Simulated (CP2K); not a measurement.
# Si2H5O2F (SMILES O[SiH2][SiH](O)F) at PM3

Aim: the energy difference between two shapes of Si2H5O2F at PM3, from 2 runs. 

The calculation is run with CP2K 2026.2.

2 further runs of the same task are left out: 2 set aside as unsound or not needed.

**1. The structure to begin with**

Si2H5O2F has 10 atoms, charge 0, and is taken as a singlet. SMILES: `O[SiH2][SiH](O)F`. The shape is that of a GFN2-xTB optimisation. This is one conformer, not always the lowest.

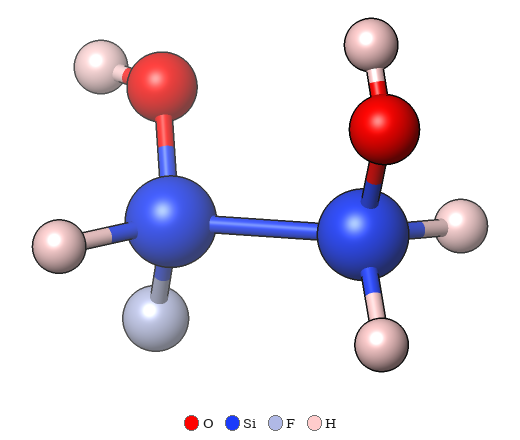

Viewed from a chosen angle; oxygen red, silicon blue, fluorine light blue, hydrogen pink.

**2. A single-point energy at PM3**

Input file calc.inp:

```
&global
   project calc
   run_type ENERGY
   print_level MEDIUM
&end

&force_eval
   method Quickstep
   &dft
      &qs
         method PM3
         eps_default 1.0E-10
         &se
            &coulomb
               cutoff [angstrom] 50
               rc_range [angstrom] 0
            &end
            &exchange
               cutoff [angstrom] 50
               rc_range [angstrom] 0
            &end
         &end
      &end
      &poisson
         periodic NONE
         poisson_solver ANALYTIC
      &end
      &scf
         scf_guess ATOMIC
         eps_scf 1.0E-06
         max_scf 150
         added_mos 4
         &diagonalization
            algorithm STANDARD
         &end
         &mixing
            method DIRECT_P_MIXING
            alpha 0.4
         &end
      &end
      &print
         &moments
            periodic F
            reference COM
            max_moment 1
         &end
         &mo ON
            energies T
            occupation_numbers T
            ndigits 6
            &each
               qs_scf 0
            &end
            add_last NUMERIC
         &end
         &hirshfeld OFF
         &end
      &end
   &end
   &subsys
      &cell
         abc 20.9 20.8 20
         periodic NONE
      &end
      &coord
         UNIT bohr
         O      1.7736025     3.8092910    -0.2312458
         Si     1.7716182     0.9753821    -1.4299747
         Si    -0.5093946    -1.7421574     1.0349652
         O     -3.3726131    -0.6281072     1.0883122
         F     -0.7151669    -4.4837721    -0.3216125
         H      0.2513147     4.6773556     0.1810358
         H      4.4771580     0.4211822    -1.4283117
         H      0.8729590     1.1052819    -4.0602844
         H      0.2377653    -2.5012604     3.5860577
         H     -4.7872621    -1.6331958     1.5810961
      &end
      &topology
         &center_coordinates
         &end
      &end
   &end
&end
```

On the command line:

```bash
$ OMP_NUM_THREADS=1 cp2k.psmp -i calc.inp > calc.out 2>&1
```

Log:

```text
CP2K| version string:                                       CP2K version 2026.2
[...]
 GLOBAL| Method name                                                        CP2K
[...]
 GLOBAL| Run type                                                         ENERGY
[...]
                             - Atoms:                                         10
[...]
                             - Spherical basis functions:                     25
[...]
 Number of electrons:                                                         32
[...]
     1 P_Mix/Diag. 0.40E+00    0.0     0.80451404       -40.5250656149 -4.05E+01
[...]
    17 DIIS/Diag.  0.89E-07    0.0     0.00000013       -46.0535479701 -1.96E-12
  *** SCF run converged in    17 steps ***
  Core-core repulsion energy [eV]:                           1995.23909376274833
  Core Hamiltonian energy [eV]:                             -2089.47452028270345
  Two-electron integral energy [eV]:                        -2317.89069050168655
  Electronic energy [eV]:                                   -3248.41986553354718
  Total energy [eV]:                                        -1253.18077177079840
  Atomic reference energy [eV]:                              1243.82645949629273
  Heat of formation [kcal/mol]:                              -215.71558273186119
[...]
 SE_DIPOLE| Moment [Debye]          0.80126284      -0.06070233      -0.43827457
 SE_DIPOLE| Derivative [a.u.]       0.00000000       0.00000000       0.00000000
 ENERGY| Total FORCE_EVAL ( QS ) energy [hartree]            -46.053547970102876
[...]
```

Run time: 0.4 s. Hardware: 1 thread of Arm Neoverse N1, shared host; peak memory 0.14 GiB.

**3. The distorted shape at the same level**

Input file gas.inp:

```
&FORCE_EVAL
 METHOD Quickstep
 &DFT
  &QS
   METHOD PM3
   EPS_DEFAULT 1.0E-10
   &SE
    &COULOMB
     CUTOFF [angstrom] 50
     RC_RANGE [angstrom] 0
    &END COULOMB
    &EXCHANGE
     CUTOFF [angstrom] 50
     RC_RANGE [angstrom] 0
    &END EXCHANGE
   &END SE
  &END QS
  &POISSON
   PERIODIC NONE
   POISSON_SOLVER ANALYTIC
  &END POISSON
  &SCF
   SCF_GUESS ATOMIC
   EPS_SCF 1.0E-06
   MAX_SCF 150
   ADDED_MOS 4
   &DIAGONALIZATION
    ALGORITHM STANDARD
   &END DIAGONALIZATION
   &MIXING
    METHOD DIRECT_P_MIXING
    ALPHA 0.4
   &END MIXING
  &END SCF
  &PRINT
   &MOMENTS
    PERIODIC F
    REFERENCE COM
    MAX_MOMENT 1
   &END MOMENTS
   &MO ON
    ENERGIES T
    OCCUPATION_NUMBERS T
    NDIGITS 6
    &EACH
     QS_SCF 0
    &END EACH
    ADD_LAST NUMERIC
   &END MO
   &HIRSHFELD OFF
   &END HIRSHFELD
  &END PRINT
 &END DFT
 &SUBSYS
  &CELL
   ABC 20.8 20.8 20.1
   PERIODIC NONE
  &END CELL
  &COORD
   UNIT bohr
   O      1.6500522     3.8232429    -0.3133846
   Si     1.8569091     0.8361018    -1.3976547
   Si    -0.3656582    -1.8350601     1.0800541
   O     -3.4295449    -0.7043255     0.9735283
   F     -0.6466133    -4.5191326    -0.3513454
   H      0.3031725     4.6445972     0.1897398
   H      4.4823302     0.3002321    -1.3903981
   H      0.8961421     1.1492218    -4.0453348
   H      0.3395800    -2.5180412     3.7938293
   H     -4.5583917    -1.7600626     1.4952855
  &END COORD
  &TOPOLOGY
   &CENTER_COORDINATES
   &END CENTER_COORDINATES
  &END TOPOLOGY
 &END SUBSYS
&END FORCE_EVAL
&GLOBAL
 PROJECT_NAME gas
 RUN_TYPE ENERGY
 PRINT_LEVEL MEDIUM
&END GLOBAL
```

On the command line:

```bash
$ OMP_NUM_THREADS=1 cp2k.psmp gas.inp > gas.out
```

Log:

```text
CP2K| version string:                                       CP2K version 2026.2
[...]
 GLOBAL| Method name                                                        CP2K
[...]
 GLOBAL| Run type                                                         ENERGY
[...]
                             - Atoms:                                         10
[...]
                             - Spherical basis functions:                     25
[...]
 Number of electrons:                                                         32
[...]
     1 P_Mix/Diag. 0.40E+00    0.0     0.80178104       -40.4737365398 -4.05E+01
[...]
    16 DIIS/Diag.  0.37E-06    0.0     0.00000043       -46.0417704470 -1.01E-11
  *** SCF run converged in    16 steps ***
  Core-core repulsion energy [eV]:                           1994.55676088503515
  Core Hamiltonian energy [eV]:                             -2090.10426501430584
  Two-electron integral energy [eV]:                        -2314.62556987705693
  Electronic energy [eV]:                                   -3247.41704995283408
  Total energy [eV]:                                        -1252.86028906779916
  Atomic reference energy [eV]:                              1243.82645949629273
  Heat of formation [kcal/mol]:                              -208.32507544450300
[...]
 SE_DIPOLE| Moment [Debye]          0.15378865       0.52782562      -0.84518912
 SE_DIPOLE| Derivative [a.u.]       0.00000000       0.00000000       0.00000000
 ENERGY| Total FORCE_EVAL ( QS ) energy [hartree]            -46.041770446964449
[...]
```

It took 0.4 s on 1 thread of Arm Neoverse N1, shared host; peak memory 0.14 GiB.

**4. Outcome**

Level: PM3.

```
                              quantity            value
             first shape: total energy     -46.05355 Eh
            first shape: dipole moment           0.92 D
              first shape: HOMO energy         -8.84 eV
              first shape: LUMO energy         -1.19 eV
            first shape: HOMO–LUMO gap          7.64 eV
        first shape: heat of formation  -215.7 kcal/mol
         distorted shape: total energy     -46.04177 Eh
        distorted shape: dipole moment           1.01 D
          distorted shape: HOMO energy         -9.08 eV
          distorted shape: LUMO energy         -1.36 eV
        distorted shape: HOMO–LUMO gap          7.72 eV
    distorted shape: heat of formation  -208.3 kcal/mol
energy change with the atoms displaced         0.320 eV
```

What this shows: With the atoms displaced the energy rises by 0.32 eV (7.4 kcal/mol). The first shape isn't relaxed at this level, so the change isn't measured from a minimum.
